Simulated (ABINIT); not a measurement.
**Quasiparticle gap of PbO (P4/nmm) in ABINIT**

Aim: the G0W0 gap of PbO (P4/nmm) on PBE, step by step.

Main program and level: ABINIT 10.8.3; PBE and many-body steps on it, plane waves.

The database entry behind the starting cell differs from later determinations by our own check (c about 1 % long), so it need not match the best structure at ambient conditions.

## 1. The starting structure

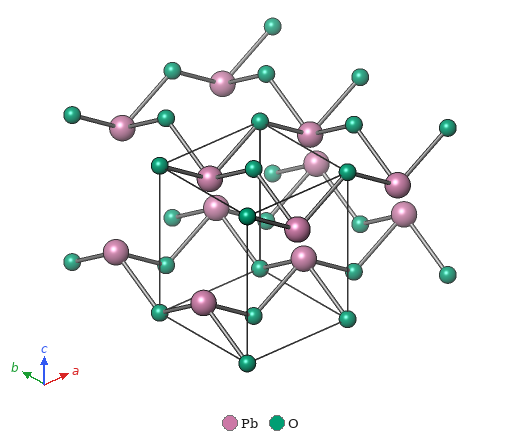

The cell as given, from a free direction (lead pink, oxygen teal). 2×2×1 cells are drawn. Some periodic images of atoms are drawn too.

As a file:

```cif
data_structure
_symmetry_space_group_name_H-M 'P 1'
_symmetry_Int_Tables_number 1
_cell_length_a 3.9600
_cell_length_b 3.9600
_cell_length_c 5.0700
_cell_angle_alpha 90.000
_cell_angle_beta 90.000
_cell_angle_gamma 90.000
_cell_volume 79.51
loop_
_atom_site_label
_atom_site_type_symbol
_atom_site_fract_x
_atom_site_fract_y
_atom_site_fract_z
_atom_site_occupancy
Pb1 Pb 0.00000 0.50000 0.23936 1
Pb2 Pb 0.50000 0.00000 0.76064 1
O3 O 0.00000 0.00000 0.00000 1
O4 O 0.50000 0.50000 0.00000 1
```

 The runs that relaxed it are not among those shown. Spin-orbit coupling is left out unless a step names it.

## 2. Ground state

This step: ABINIT 10.8.3; DFT, PBE, plane waves, norm-conserving pseudopotentials.

The ground-state density comes first.

run.abi reads:

```
acell 3*1.0 Angstrom
rprim 
  3.960000000000 0.000000000000 0.000000000000
  0.000000000000 3.960000000000 0.000000000000
  0.000000000000 0.000000000000 5.070000000000
ntypat 2
znucl 82 8
natom 4
typat 1 1 2 2
xred 
  0.000000000000 0.500000000000 0.239357705921
  0.500000000000 0.000000000000 0.760642294079
  -0.000000000000 0.000000000000 0.000000000000
  0.500000000000 0.500000000000 0.000000000000
pp_dirpath "pseudos"
pseudos "Pb.upf, O.upf"
ecut 42
ngkpt 6 6 4
nshiftk 1
shiftk 0 0 0
kptopt 1
chksymbreak 0
nband 34
occopt 1
tolvrs 1e-10
nstep 60
prtwf 0
optforces 0
optstress 0
indata_prefix "in"
outdata_prefix "out"
tmpdata_prefix "tmp"
```

The run is started by

```
OMP_NUM_THREADS=1 mpirun -n 8 abinit run.abi > log
```

Numbers of over 12 decimals in the logs are rounded to 6 here.

The log of the run:

```text
.Version 10.8.3 of ABINIT. v10.8.2 released Aug 2026.

 Symmetries : space group P4/n m m (#129); Bravais tP (primitive tetrag.)
================================================================================
 Values of the parameters that define the memory need of the present run
     intxc =       0    ionmov =       0      iscf =       7    lmnmax =       7
     lnmax =       7     mgfft =      60  mpssoang =       4    mqgrid =    3001
     natom =       4  nloc_mem =       1    nspden =       1   nspinor =       1
    nsppol =       1      nsym =      16    n1xccc =    2501    ntypat =       2
    occopt =       1   xclevel =       2
-    mband =          34        mffmem =           1         mkmem =           4
       mpw =        7004          nfft =      121500          nkpt =          30
================================================================================
  Rough estimation (10% accuracy) of disk space for files :
================================================================================

--------------------------------------------------------------------------------
------------- Echo of variables that govern the present computation ------------
--------------------------------------------------------------------------------
 -outvars: echo values of preprocessed input variables --------
            acell      1.8897261259E+00  1.8897261259E+00  1.8897261259E+00 Bohr

      chksymbreak           0
             ecut      4.20000000E+01 Hartree
-          fftalg         312

              ixc     -101130
              kpt      0.00000000E+00  0.00000000E+00  0.00000000E+00
                       1.66666667E-01  0.00000000E+00  0.00000000E+00
                       3.33333333E-01  0.00000000E+00  0.00000000E+00
                       5.00000000E-01  0.00000000E+00  0.00000000E+00
                       1.66666667E-01  1.66666667E-01  0.00000000E+00
                       3.33333333E-01  1.66666667E-01  0.00000000E+00
                       5.00000000E-01  1.66666667E-01  0.00000000E+00
                       3.33333333E-01  3.33333333E-01  0.00000000E+00
                       5.00000000E-01  3.33333333E-01  0.00000000E+00
   [... 19 further rows ...]
                       5.00000000E-01  3.33333333E-01  5.00000000E-01
                       5.00000000E-01  5.00000000E-01  5.00000000E-01
         kptrlatt        6    0    0      0    6    0      0    0    4
          kptrlen      3.83236458E+01
P           mkmem           4
            natom           4
            nband          34
            ngfft          45      45      60
             nkpt          30
            nstep          60
             nsym          16
           ntypat           2
              occ      2.000000  2.000000  2.000000  2.000000  2.000000  2.000000
                       2.000000  2.000000  2.000000  2.000000  2.000000  2.000000
                       2.000000  2.000000  2.000000  2.000000  2.000000  2.000000
                       2.000000  2.000000  2.000000  2.000000  2.000000  2.000000
                       2.000000  2.000000  2.000000  2.000000  0.000000  0.000000
                       0.000000  0.000000  0.000000  0.000000
        optforces           0
        optstress           0
            prtwf           0
            rprim      3.9600000000E+00  0.0000000000E+00  0.0000000000E+00
[...]
spgroup         129

           tolvrs      1.00000000E-10

             xred      0.0000000000E+00  5.0000000000E-01  2.3935770592E-01
[...]
znucl       82.00000    8.00000

================================================================================

 chkinp: Checking input parameters for consistency.

================================================================================
== DATASET  1 ==================================================================
-   mpi_nproc: 8, omp_nthreads: 1 (-1 if OMP is not activated)

--- !DatasetInfo
iteration_state: {dtset: 1, }
dimensions: {natom: 4, nkpt: 30, mband: 34, nsppol: 1, nspinor: 1, nspden: 1, mpw: 7004, }
cutoff_energies: {ecut:  42.0, pawecutdg:  -1.0, }
electrons: {nelect:   5.60000000E+01, charge:   0.00000000E+00, occopt:   1.00000000E+00, tsmear:   1.00000000E-02, }

 Real(R)+Recip(G) space primitive vectors, cartesian coordinates (Bohr,Bohr^-1):
 R(1)=  7.4833155  0.0000000  0.0000000  G(1)=  0.1336306  0.0000000  0.0000000
 R(2)=  0.0000000  7.4833155  0.0000000  G(2)=  0.0000000  0.1336306  0.0000000
 R(3)=  0.0000000  0.0000000  9.5809115  G(3)=  0.0000000  0.0000000  0.1043742
 Unit cell volume ucvol=  5.3653114E+02 bohr^3
 Angles (23,13,12)=  9.00000000E+01  9.00000000E+01  9.00000000E+01 degrees

 getcut: wavevector=  0.0000  0.0000  0.0000  ngfft=  45  45  60
         ecut(hartree)=     42.000   => boxcut(ratio)=   2.01544

--- Pseudopotential description ------------------------------------------------
- Pb Generated using ONCVPSP code by D. R. Hamann
- 82.00000  22.00000  220131                  znucl, zion, pspdat
12 -101130 3 -1 1692                          pspcod,pspxc,lmax,lloc,mmax
     nproj     2     2     2     1
  pspatm : epsatm=   27.21822286
         --- l  ekb(1:nproj) -->
[...]
3    9.337611
 pspatm: atomic psp has been read  and splines computed

- O Generated using ONCVPSP code by D. R. Hamann
-  8.00000   6.00000  171031                  znucl, zion, pspdat
12 -101130 2 -1 936                           pspcod,pspxc,lmax,lloc,mmax
     nproj     2     2     1     0
  pspatm : epsatm=    6.17005460
         --- l  ekb(1:nproj) -->
[...]
2   -1.331955
 pspatm: atomic psp has been read  and splines computed

   3.73948708E+03                                ecore*ucvol(ha*bohr**3)
--------------------------------------------------------------------------------

_setup2: Arith. and geom. avg. npw (full set) are    6975.521    6975.505

================================================================================

--- !BeginCycle
iteration_state: {dtset: 1, }
solver: {iscf: 7, nstep: 60, nline: 4, wfoptalg: 0, }
tolerances: {tolvrs: 1.00E-10, }

     iter   Etot(hartree)      deltaE(h)  residm     vres2
 ETOT  1  -451.87179594506    -4.519E+02 3.025E-01 2.599E+03
 ETOT  2  -451.71391977813     1.579E-01 4.155E-02 5.346E+03
 ETOT  3  -452.69672487888    -9.828E-01 1.154E-02 3.367E+02
 ETOT  4  -452.71846604055    -2.174E-02 5.689E-03 1.962E+02
 ETOT  5  -452.72418410447    -5.718E-03 4.023E-03 9.639E+01
 ETOT  6  -452.73664021261    -1.246E-02 1.958E-03 1.307E+00
 ETOT  7  -452.73703000994    -3.898E-04 8.321E-04 6.921E-02
 ETOT  8  -452.73702624826     3.762E-06 3.792E-04 8.262E-02
 ETOT  9  -452.73704273000    -1.648E-05 3.151E-04 5.221E-03
 ETOT 10  -452.73704304890    -3.189E-07 1.982E-04 5.719E-06
 ETOT 11  -452.73704304928    -3.738E-10 1.586E-03 5.397E-07
 ETOT 12  -452.73704304937    -9.072E-11 8.810E-05 3.285E-09
 ETOT 13  -452.73704304936     4.718E-12 4.049E-04 1.526E-10
 ETOT 14  -452.73704304937    -2.899E-12 3.079E-05 3.514E-12

 At SCF step   14       vres2   =  3.51E-12 < tolvrs=  1.00E-10 =>converged.

--- !ResultsGS
iteration_state: {dtset: 1, }
comment   : Summary of ground state results
lattice_vectors:
- [  7.4833155,   0.0000000,   0.0000000, ]
- [  0.0000000,   7.4833155,   0.0000000, ]
- [  0.0000000,   0.0000000,   9.5809115, ]
lattice_lengths: [   7.48332,    7.48332,    9.58091, ]
lattice_angles: [ 90.000,  90.000,  90.000, ] # degrees, (23, 13, 12)
lattice_volume:   5.3653114E+02
convergence: {deltae: -2.899E-12, res2:  3.514E-12, residm:  3.079E-05, diffor:  0.000E+00, }
etotal    :  -4.52737043E+02
entropy   :   0.00000000E+00
fermie    :   2.60970933E-01
cartesian_stress_tensor: null
pressure_GPa: null
xred      :
- [  0.0000E+00,   5.0000E-01,   2.3936E-01, Pb]
- [  5.0000E-01,   0.0000E+00,   7.6064E-01, Pb]
- [  0.0000E+00,   0.0000E+00,   0.0000E+00,  O]
- [  5.0000E-01,   5.0000E-01,   0.0000E+00,  O]
cartesian_forces: null
force_length_stats: {min: null, max: null, mean: null, }

 Integrated electronic density in atomic spheres:
 ------------------------------------------------
 Atom  Sphere_radius  Integrated_density
[...]
4        2.00000          6.12623101
================================================================================

 ----iterations are completed or convergence reached----

 Mean square residual over all n,k,spin=   51.727E-09; max=  30.794E-06
 reduced coordinates (array xred) for    4 atoms
       0.000000000000      0.500000000000      0.239357705921
       0.500000000000      0.000000000000      0.760642294079
       0.000000000000      0.000000000000      0.000000000000
       0.500000000000      0.500000000000      0.000000000000
 rms dE/dt=  0.0000E+00; max dE/dt=  0.0000E+00; dE/dt below (all hartree)
    1       0.000000000000      0.000000000000      0.000000000000
    2       0.000000000000      0.000000000000      0.000000000000
    3       0.000000000000      0.000000000000      0.000000000000
    4       0.000000000000      0.000000000000      0.000000000000

 cartesian coordinates (angstrom) at end:
    1      0.000000     1.980000     1.213544
    2      1.980000     0.000000     3.856456
    3      0.000000     0.000000     0.000000
    4      1.980000     1.980000     0.000000
 length scales=  1.889726125908  1.889726125908  1.889726125908 bohr
              =  1.000000000000  1.000000000000  1.000000000000 angstroms
 prteigrs : about to open file out_EIG
 Fermi (or HOMO) energy (hartree) =   0.26097   Average Vxc (hartree)=  -0.37442
 Eigenvalues (hartree) for nkpt=  30  k points:
 kpt#   1, nband= 34, wtk=  0.00694, kpt=  0.0000  0.0000  0.0000 (reduced coord)
  -4.83906   -4.83906   -2.69635   -2.69635   -2.69634   -2.69634   -2.69618   -2.69615
  -0.41289   -0.39311   -0.32927   -0.32927   -0.32711   -0.32697   -0.32393   -0.32125
  -0.32109   -0.32109   -0.32053   -0.27135   -0.00638    0.01101    0.10623    0.10623
   0.19774    0.20278    0.20278    0.26097    0.34971    0.46448    0.46515    0.46515
   0.50155    0.50155
 prteigrs : prtvol=0 or 1, do not print more k-points.

--- !EnergyTerms
iteration_state     : {dtset: 1, }
comment             : Components of total free energy in Hartree
kinetic             :  1.40342335639496E+02
hartree             :  1.32817757789559E+02
xc                  : -7.64593949579485E+01
Ewald energy        : -2.49058831330683E+02
psp_core            :  6.96974844142879E+00
local_psp           : -4.29677321560755E+02
non_local_psp       :  2.23286629295366E+01
total_energy        : -4.52737043049366E+02
total_energy_eV     : -1.23196025462796E+04
band_energy         : -5.76585385100321E+01

== END DATASET(S) ==============================================================
================================================================================

 -outvars: echo values of variables after computation  --------
           etotal     -4.5273704305E+02
            nband          34
             nkpt          30
          spgroup         129
 [... the other variables as echoed above ...]

 Calculation completed.
```

The job ended after 26 s (8 MPI ranks of AMD EPYC 9R45, shared host; peak memory 0.85 GiB).

Numbers from this step:

| Quantity | Value |
| --- | --- |
| total energy | -12319.6025 eV |
| gap | 1.117 eV |
| k of the valence top | 0, 0, 0 |
| k of the conduction bottom | 0.5, 0.5, 0 |
| least direct gap | 2.098 eV |

The gap is indirect, with the least direct gap 0.98 eV higher.

[end of part 1 of 3]

[Paths, hosts, dates, memory and timing lines, banners, echoed tables and standing remarks are left out of the program output.]

[Logs are printed without paths, hosts, clocks, repeated set-up lines and the standing remarks that a program may print on its own settings, such as how far it seeks lower states.]

[Runs of the session that timed out or met a known fault of the program may be left out.]

[Hosts, paths, dates, database ids (printed as entryN), source tags and the programs' standing remarks are cut or masked in the printed files.]

[G0W0 gaps are taken among the corrected bands and points alone; a level outside them can change the order at an edge.]

[Where Ansatz stands beside ABINIT at settings called matched, ABINIT's density can come from a denser mesh and the files from another edition; pairs whose starting gaps differed by over 0.03 eV were left out, so agreement reads better than it is.]
